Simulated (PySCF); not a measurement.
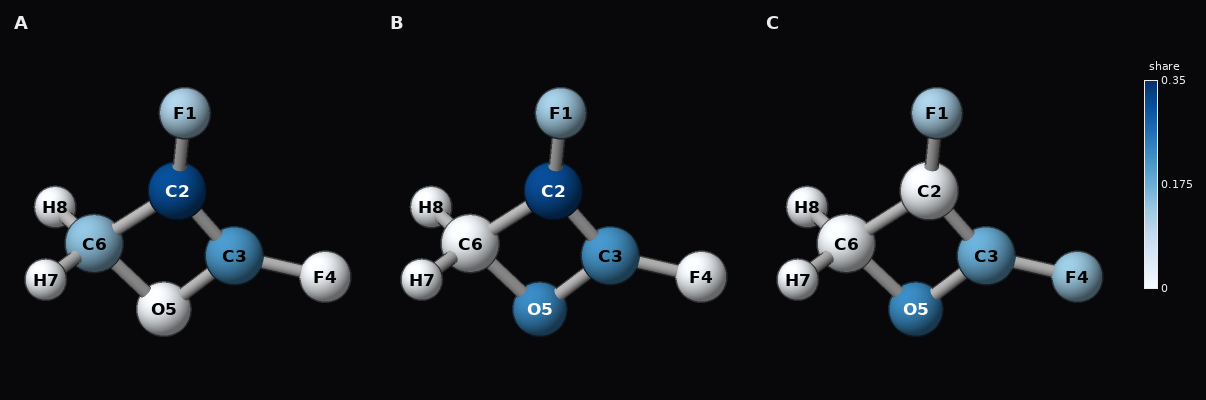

Each panel colours the atoms by their Löwdin share in one orbital (up to four of the largest shares; other atoms are shown as zero). The geometry was computed by an optimisation with GFN2-xTB. No frequency run is at hand to confirm it as a minimum. Method: CAM-B3LYP/def2-SVPD (PySCF 2.14.0).

The panels show the HOMO, LUMO, LUMO+1, in some order. Which is which?

Answer. A: LUMO, 1.05 eV; C2 0.31, C3 0.21, C6 0.14, F1 0.12
B: HOMO, −8.36 eV; C2 0.31, O5 0.23, C3 0.21, F1 0.13
C: LUMO+1, 1.61 eV; O5 0.23, C3 0.18, F4 0.14, F1 0.12
